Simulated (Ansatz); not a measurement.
# GaH2OF (SMILES [OH][GaH][F]) at CAM-B3LYP/cc-pVDZ

Aim: the electronic atomisation energy of GaH2OF at CAM-B3LYP/cc-pVDZ, from 5 runs. 

The results are computed with Ansatz 0.2.0.

61 further runs of the same task are left out: 61 set aside as unsound or not needed.

## Step 1: The molecule

GaH2OF: 5 atoms, total charge 0, spin state singlet. SMILES: `[OH][GaH][F]`. The coordinates come from a PBE0-D4/def2-TZVP relaxation. This is one conformer, not always the lowest.

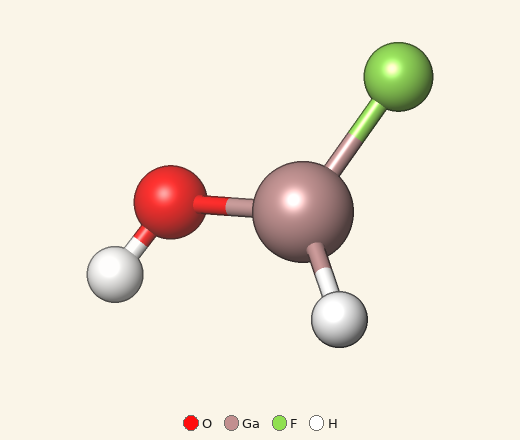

Viewed from a chosen angle; oxygen red, gallium pink, fluorine green, hydrogen white.

## Step 2: A single-point energy at CAM-B3LYP/cc-pVDZ

Input file input.yaml:

```yaml
crystal:
  periodic: [false, false, false]
  atoms:
    - symbol: O
      position_ang: [-1.130400, -0.588700, -0.283800]
    - symbol: Ga
      position_ang: [0.383700, 0.280500, 0.015600]
    - symbol: F
      position_ang: [0.438300, 1.777800, -0.881200]
    - symbol: H
      position_ang: [-1.210600, -1.420700, 0.187200]
    - symbol: H
      position_ang: [1.569000, -0.122600, 0.920900]
basis:
  gaussian:
    orbitals: cc-pVDZ
hamiltonian:
  xc: {name: CAM-B3LYP}
accuracy: high
output: {orbitals: {seedname: orbitals}}
```

On the command line:

```
ansatz run input.yaml --threads 1 --pin off --max-ram 3480MiB --events-out events.jsonl --progress --plain --runs-dir runs
```

What it wrote:

```text
Warning: RAYON_NUM_THREADS=1 ignored (pool sized by the plan → 1); use --threads N
Functional definition: CAM-B3LYP
  name "CAM-B3LYP"
  parameter alpha = 0.19
  parameter beta = 0.46
  parameter omega = 0.33/bohr
  parameter ac = 0.81
  exchange = (1 - alpha - beta)*b88_x + beta*b88_x_sr(omega) + alpha*exact_x + beta*exact_x_lr(omega)
  correlation = (1 - ac)*vwn5_c + ac*lyp_c
1380 factors; integrals over basis functions are off by at most 4.4e-9 eV
294 factors; integrals over basis functions are off by at most 2.1e-9 eV
mean field evaluation 1: about -57170.8692 eV, gradient 6.0e1 eV
mean field evaluation 2: about -57160.6019 eV, gradient 9.7e1 eV
mean field evaluation 4: about -57177.1715 eV, gradient 4.7e0 eV
mean field evaluation 8: about -57177.2588 eV, gradient 1.1e-1 eV
mean field evaluation 16: about -57177.2588 eV, gradient 7.4e-6 eV
mean field -57177.25883800 eV, -2101.2255061586 hartree, gradient 9.0e-9 eV, S^2 0.000000; 0 other end points of the search recorded, 0 dependent functions left out
reference -57177.25885537 eV, -2101.2255067969 hartree; 25, 25 occupied and 40, 40 virtual orbitals, 1380 factors
Total energy: -57177.25885537 eV, -2101.2255067969 hartree
```

Wall time 3 s (1 thread of Intel Xeon 6975P-C (Granite Rapids), shared host); peak memory 0.22 GiB.

## Step 3: The F atom at the same level

Input file molecule.yaml:

```yaml
crystal:
  periodic: [false, false, false]
  atoms:
    - symbol: F
      position_ang: [0.000000, 0.000000, 0.000000]
basis:
  gaussian:
    orbitals: cc-pVDZ
accuracy: high
hamiltonian:
  xc: {name: CAM-B3LYP}
magnetization:
  spin_polarized: true
  initial_magnetization: 1
```

Run the same way, it converges to -99.70249 Eh (log not shown).

## Step 4: The Ga atom, same level

Input file run.yaml:

```yaml
basis:
  gaussian:
    orbitals: cc-pVDZ
crystal:
  periodic: [false, false, false]
  atoms:
    - {symbol: Ga, position_ang: [0.000000, 0.000000, 0.000000]}
magnetization:
  spin_polarized: true
  initial_magnetization: 1
accuracy: high
hamiltonian:
  xc: {name: CAM-B3LYP}
```

Run the same way, it converges to -1924.89495 Eh (log not shown).

## Step 5: The H atom at the same level

Input file run.yaml:

```yaml
basis:
  gaussian: {orbitals: cc-pVDZ}
crystal:
  periodic: [false, false, false]
  atoms:
    - symbol: H
      position_ang: [0.000000, 0.000000, 0.000000]
magnetization: {spin_polarized: true, initial_magnetization: 1}
hamiltonian: {xc: {name: CAM-B3LYP}}
accuracy: high
```

Run the same way, it converges to -0.49789 Eh (log not shown).

## Step 6: The O atom at the same level

Input file molecule.yaml:

```yaml
crystal:
  periodic: [false, false, false]
  atoms:
    - {symbol: O, position_ang: [0.000000, 0.000000, 0.000000]}
basis:
  gaussian: {orbitals: cc-pVDZ}
magnetization: {spin_polarized: true, initial_magnetization: 2}
hamiltonian: {xc: {name: CAM-B3LYP}}
accuracy: high
```

Run the same way, it converges to -75.04490 Eh (log not shown).

## Step 7: Results

At CAM-B3LYP/cc-pVDZ:

| quantity | value |
| --- | --- |
| molecule: total energy | -2101.22551 Eh |
| molecule: HOMO energy | -10.56 eV |
| molecule: LUMO energy | 0.13 eV |
| molecule: HOMO–LUMO gap | 10.69 eV |
| F atom: total energy | -99.70249 Eh |
| F atom: ⟨S²⟩ | 0.751 |
| Ga atom: total energy | -1924.89495 Eh |
| Ga atom: ⟨S²⟩ | 0.753 |
| H atom: total energy | -0.49789 Eh |
| H atom: ⟨S²⟩ | 0.750 |
| O atom: total energy | -75.04490 Eh |
| O atom: ⟨S²⟩ | 2.002 |
| electronic atomisation energy | 15.983 eV |

In words: Taking the molecule apart into free atoms costs 15.98 eV (1542 kJ/mol), before zero-point energy and without spin-orbit coupling.
